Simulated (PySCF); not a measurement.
**CH$_{11}$NSi$_{3}$ (SMILES [SiH3]NC([SiH3])[SiH3]): density, localisation and related maps**

Input

```
{"job": {"kind": "nmr", "xc": "PBE0", "basis": "pcSseg-1"}, "charge": 0, "multiplicity": 1}
C      0.209576    -0.101696     0.376402
Si    -0.383301    -1.636517     1.323459
Si     2.024584    -0.137493    -0.185438
N     -0.681627     0.136791    -0.759015
Si    -1.458908     1.646779    -1.107427
H      0.122109     0.741529     1.087390
H      0.531315    -1.969193     2.460897
H     -1.765178    -1.411057     1.844156
H     -0.407503    -2.794217     0.375594
H      2.959946    -0.372325     0.958885
H      2.367802     1.154369    -0.854321
H      2.192041    -1.245478    -1.177606
H     -0.649876    -0.577915    -1.477566
H     -2.315228     1.420011    -2.308214
H     -2.293376     2.073929     0.059330
H     -0.506172     2.771762    -1.387935
```

Command:

```sh
OMP_NUM_THREADS=1 python cluster_run.py task.json out
```

Geometry: PBE0-D3(BJ)/def2-SVP.

Method: PySCF, PBE0/pcSseg-1, SCF density, gas phase, non-relativistic.

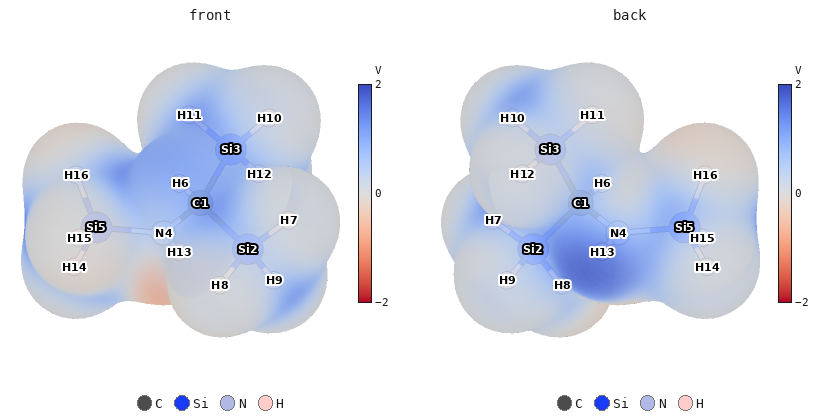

Figure 1. The electrostatic potential painted on the density surface at 0.002 e/bohr³, seen from the front and from behind; red is negative and blue positive.

**Which sites attract a positive test charge, and which a negative one?**

A positive charge is drawn to the negative regions and a negative charge to the positive ones. The most negative region (about −0.5 V, or −12 kcal/mol for a unit charge) lies over N4, the most positive (about +1.7 V, or +39 kcal/mol for a unit charge) over H13.

**How polar is the molecule by this calculation?**

Its dipole moment is 0.15 D.

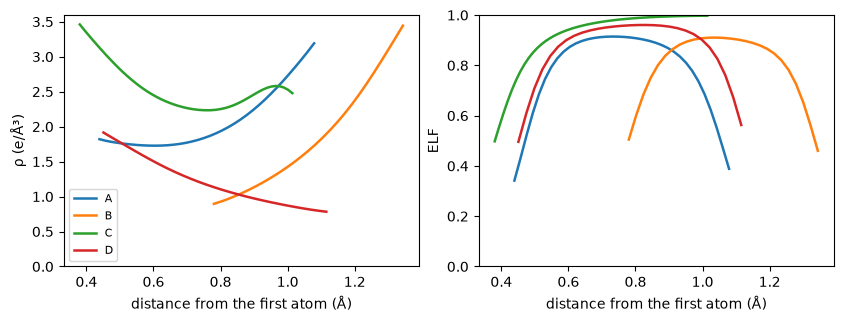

Figure 2. Electron density and electron localisation function along straight lines between neighbouring atoms. The curves leave out the atomic cores.

**Which curve belongs to which contact (C–N, C–Si, N–H and Si–N)? The first atom named is at distance zero.**

Curve A: C–N (1.46 Å): ρ is about 1.8 e/Å³ halfway; the ELF peaks at about 0.90 between the atoms: localised, covalent bonding. Curve B: Si–N (1.73 Å): the density is about 1.1 e/Å³ at the midpoint; the ELF peaks at about 0.90 between the atoms; a shared but strongly polarised pair. Curve C: N–H (1.01 Å): ρ is about 2.8 e/Å³ halfway; the ELF climbs to about 1 towards the hydrogen, as it does in any bond to H: a covalent bond by its length. Curve D: C–Si (1.90 Å): the density is about 0.92 e/Å³ at the midpoint; the ELF peaks at about 0.95 between the atoms, as expected for localised, covalent bonding.
